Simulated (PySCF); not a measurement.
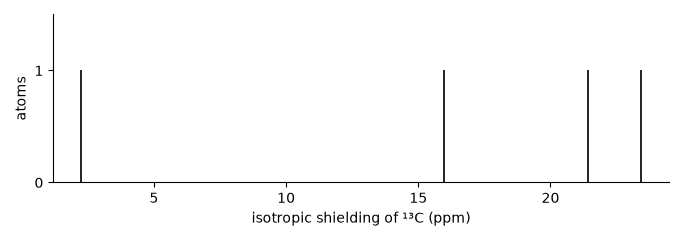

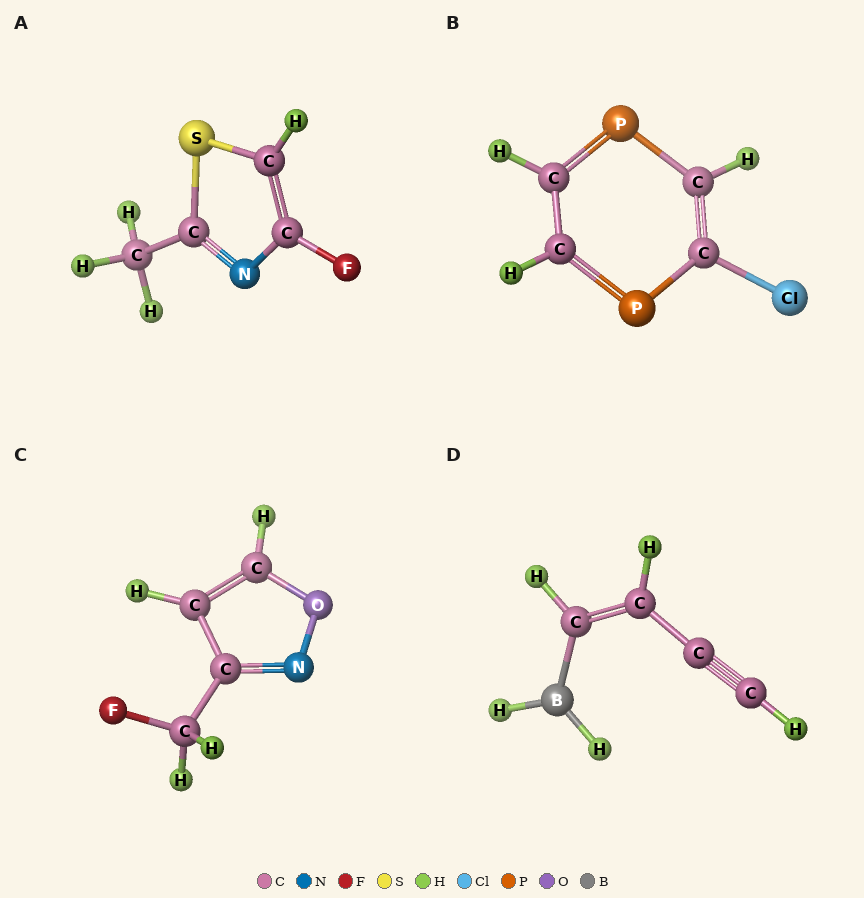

The sticks are computed shieldings of one of the molecules, for one fixed geometry (GFN2-xTB) without averaging over rotations. Low shielding means a high chemical shift. Method: GIAO PBE0/pcSseg-1 NMR shielding, non-relativistic, gas phase (PySCF 2.14.0).

> Which molecule gives this pattern?

B, `Clc1cpccp1`. Its 4 C atoms give lines at 2.2, 16.0, 21.4, 23.4 ppm.

The geometry is semi-empirical. Around B, P such bond lengths and angles can be off by a tenth of an ångström or more and by several degrees, and values that hang on the shape move with them.
